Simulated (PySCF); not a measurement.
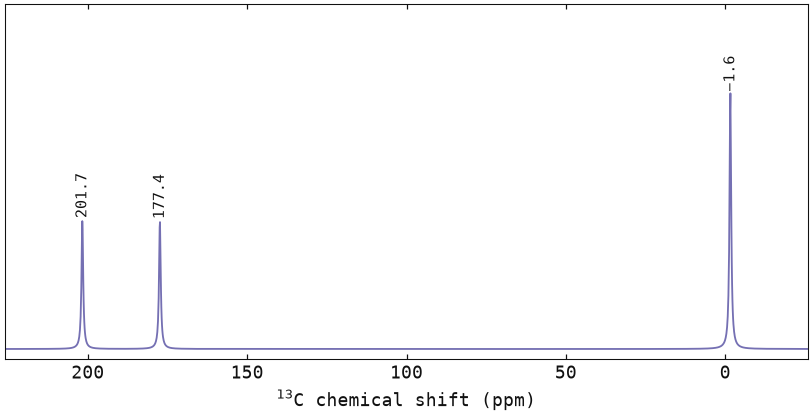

GIAO shifts, PBE0/pcSseg-1 (IEF-PCM dichloromethane) with PySCF, at a PBE0-D3(BJ)/def2-SVP geometry (no frequency check), against TMS for ¹³C computed at the same level. fully decoupled, line heights follow the number of nuclei, widths are arbitrary (no quadrupolar broadening); values of one conformer, averaged over methyl-type rotors and exact or near symmetry; other conformers aren't averaged in.

> Which molecule was computed?
A. C₆H₁₂OP₂, SMILES C=CP1(=O)CCPCC1
B. C₅H₈F₃OP, SMILES C/C=C/[P@@](C)(=O)C(F)(F)F
C. C₈H₁₃P, SMILES C#CP1CC[C@@H](CC)C1
D. C₄H₈FN₂PSi, SMILES C[SiH](C)n1cpc(F)n1

D. Its ¹³C signals: 201.7 (1 C), 177.4 (1 C), −1.6 (2 C) ppm.
